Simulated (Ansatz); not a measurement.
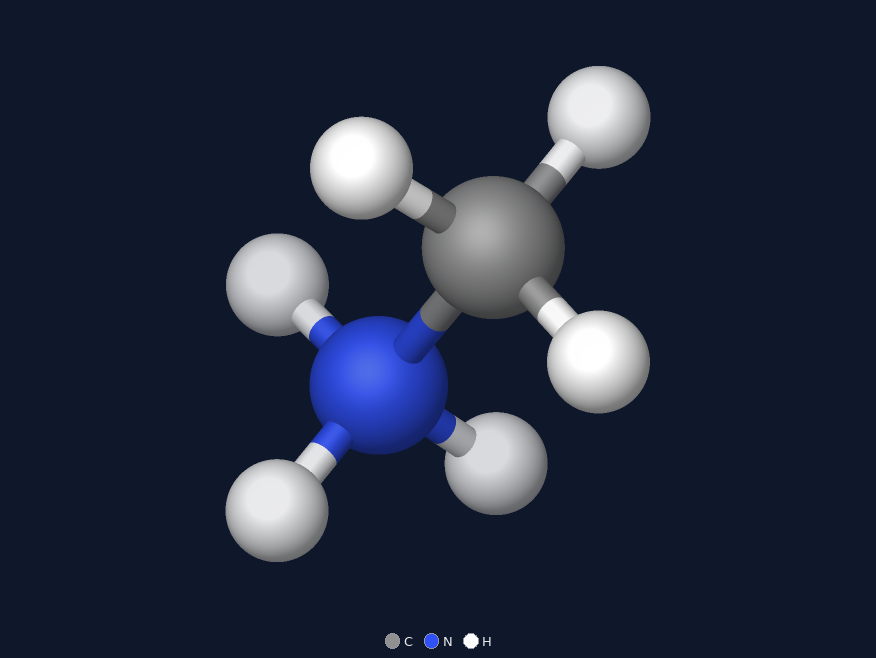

A ball-and-stick model of a molecule.

The species has charge +1 and is a spin singlet. The geometry was computed by an optimisation with PBE0-D4/def2-TZVP.

**Count the atoms of each element.**

CH6N(+), 8 atoms: 1 carbon, 6 hydrogen and 1 nitrogen.

**How many sets of symmetry-equivalent atoms are there?**

4: 1 C, 1 N, 3 H, 3 H.

**Give the symmetry (Schoenflies symbol).**

C3v.

**Count the bonded pairs by element.**

3 C–H, 3 N–H, 1 C–N.

The parts below concern this one geometry. Atoms keep their numbers from picture to picture.

## Geometry

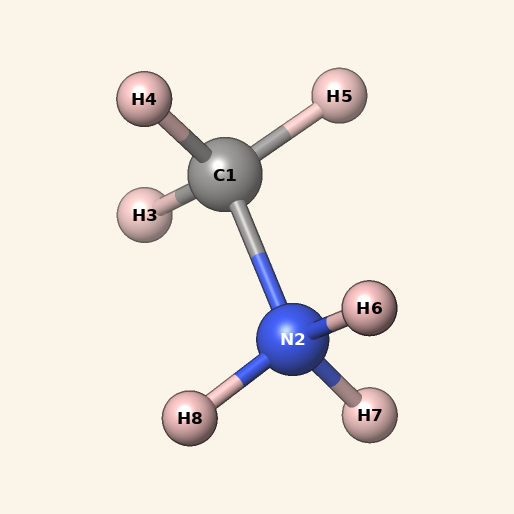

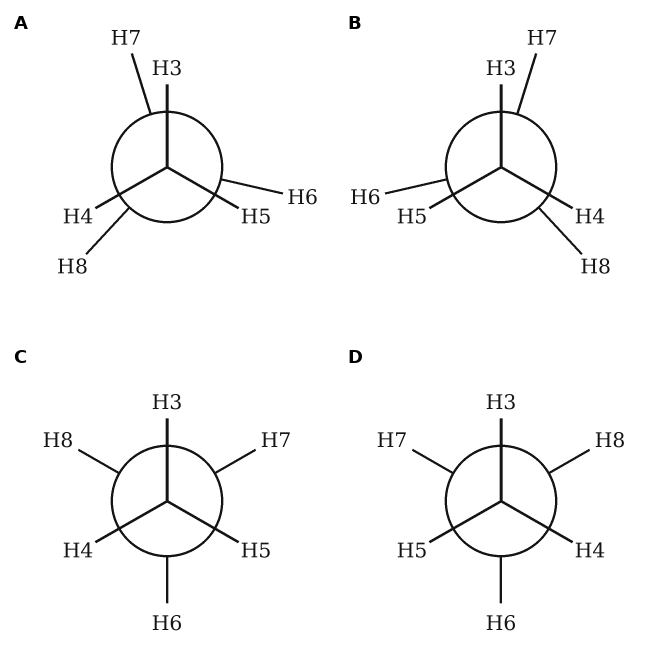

Distant atoms are faded towards the background colour. Bonds that would overlap in a projection are set slightly apart.

**Which Newman projection shows the view along C1–N2, with C1 in front?**

C. The torsion angle H3–C1–N2–H6 is 180°, antiperiplanar (anti).

## Levels of theory compared

Program: Ansatz 0.2.0.

At this fixed geometry, give HOMO–LUMO gap (eV) at these levels: B3LYP-D4/def2-TZVPP; BHLYP-D4/def2-TZVPP; CAM-B3LYP-D4/def2-TZVPP; HSE06 (plane-wave form)-D4/def2-TZVPP; PBE0-D4/def2-QZVPP; PBE0-D4/def2-SVP; PBE0-D4/def2-TZVPP; r2SCAN-D4/def2-TZVPP; r2SCAN0-D4/def2-TZVPP; ωB97M-V/def2-QZVPP; ωB97M-V/def2-SVP; ωB97X-V/def2-TZVPP.

```csv
level,HOMO–LUMO gap (eV)
B3LYP-D4/def2-TZVPP,11.38
BHLYP-D4/def2-TZVPP,14.15
CAM-B3LYP-D4/def2-TZVPP,14.28
HSE06 (plane-wave form)-D4/def2-TZVPP,11.23
PBE0-D4/def2-QZVPP,11.91
PBE0-D4/def2-SVP,12.42
PBE0-D4/def2-TZVPP,12.02
r2SCAN-D4/def2-TZVPP,10.80
r2SCAN0-D4/def2-TZVPP,12.87
ωB97M-V/def2-QZVPP,15.64
ωB97M-V/def2-SVP,16.40
ωB97X-V/def2-TZVPP,16.56
```

## Charges

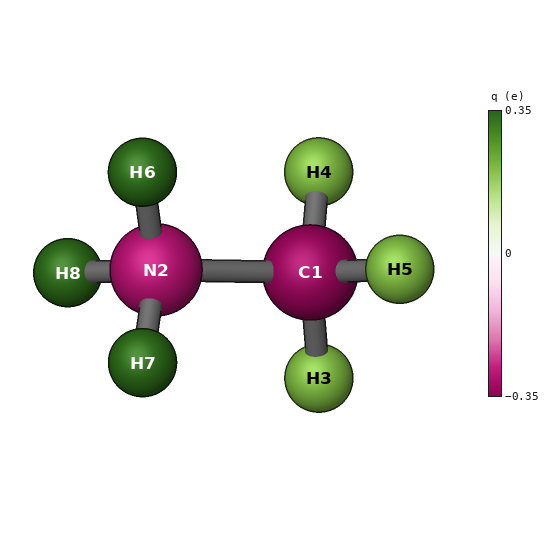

Atoms are coloured by their Mulliken charges. Method: RKS PBE0-D4/def2-TZVP (Ansatz 0.2.0).

**Which atom carries the highest charge (most positive or least negative)?**

H6, H7, H8 (0.33 e).

**And the lowest?**

C1 (−0.33 e).

List the Mulliken charges.

| atom | value (e) |
| --- | --- |
| C1 | −0.33 |
| N2 | −0.30 |
| H3 | 0.21 |
| H4 | 0.21 |
| H5 | 0.21 |
| H6 | 0.33 |
| H7 | 0.33 |
| H8 | 0.33 |

## Vibrations

Harmonic vibrations computed with RKS PBE0-D4/def2-TZVP (Ansatz 0.2.0) at a stationary point of the same level.

**How many vibrational modes are there, and where do they lie?**

18 modes: 300, 914, 915, 969, 1281, 1281, 1462, 1493, 1493, 1531, 1669, 1669, 3101, 3207, 3207, 3425, 3502, 3502 cm⁻¹.

Mulliken values depend strongly on the basis set and can even reverse the polarity of a bond.
